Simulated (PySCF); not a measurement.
**C2H8FPSi2 (SMILES F/C(=C\[SiH3])[SiH2]P): density, localisation and related maps**

Input file:

```
{"job": {"kind": "uv", "xc": "B3LYP", "basis": "def2-SVPD", "nstates": 8, "ntriplets": 3}, "charge": 0, "multiplicity": 1}
F      0.854635    -0.656779    -1.891690
C      0.188823    -0.349821    -0.742636
C      0.880062     0.086072     0.303140
Si     2.747682     0.336579     0.388515
Si    -1.684880    -0.624850    -0.871499
P     -2.510868     0.124125     1.069752
H      0.292905     0.311206     1.185265
H      3.336560     0.202158    -0.939434
H      3.290264    -0.668414     1.306931
H      2.976292     1.682828     0.922071
H     -1.978562    -2.058204    -0.974291
H     -2.175329     0.060602    -2.073568
H     -2.389283     1.467526     0.757608
H     -3.828980     0.086498     0.657771
```

Launched as:

```sh
OMP_NUM_THREADS=1 python probes_run.py task.json out
```

Geometry: GFN2-xTB.

Computed with B3LYP/def2-SVPD, SCF density, gas phase in PySCF 2.14.0.

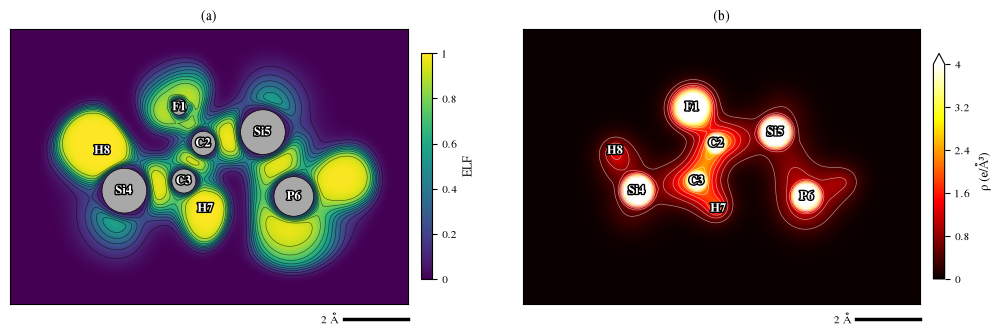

Figure 1. (a) ELF; (b) electron density on the plane of atoms C2, C3 and Si4. Grey discs cover the atomic cores in the ELF map.

Read the bonding off the picture.

Answer.
- The section cuts through F, C, Si, P and H sites.
- C–C (1.33 Å): ρ is about 2.3 e/Å³ halfway; the ELF peaks at about 0.95 between the atoms: a short, multiple covalent bond.
- C–F (1.36 Å): ρ at the midpoint is about 2.2 e/Å³, with its minimum of 1.6 e/Å³ about 0.5 Å from C; the ELF peaks at about 0.85 between the atoms, as expected for a polar covalent bond.
- C–Si (1.89 Å): ρ is about 0.92 e/Å³ halfway; the ELF peaks at about 0.95 between the atoms, as expected for a covalent bond.
- Si–P (2.24 Å): the density is about 0.75 e/Å³ at the midpoint; the ELF peaks at about 0.95 between the atoms; a covalent bond.
- C–H (1.08 Å): ρ is about 2 e/Å³ halfway; the ELF climbs to about 1 towards the hydrogen, as it does in any bond to H (a covalent bond by its length).
- The ELF also peaks beside P6 and F1, away from the bonds: lone-pair regions.

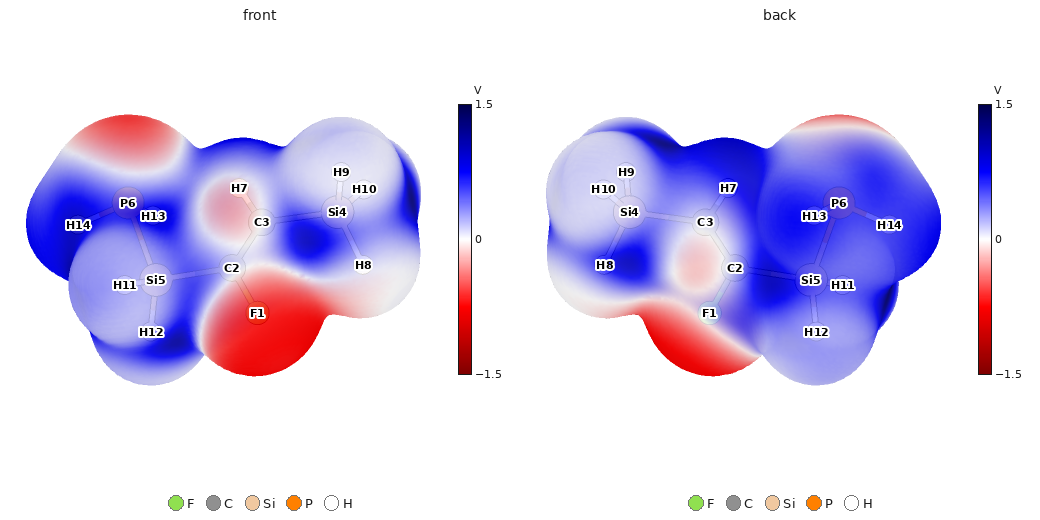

Figure 2. The molecular electrostatic potential painted on the density surface at 0.002 e/bohr³, seen from the front and from behind; red is negative and blue positive.

Which sites attract a positive test charge, and which a negative one?

Answer. A positive charge is drawn to the negative regions and a negative charge to the positive ones. The most negative region (about −0.8 V, or −18 kcal/mol for a unit charge) lies over F1, the most positive (about +1.3 V, or +30 kcal/mol for a unit charge) over Si4 and Si5.

How polar is the molecule by this calculation?

Answer. Its dipole moment is 1.34 D.
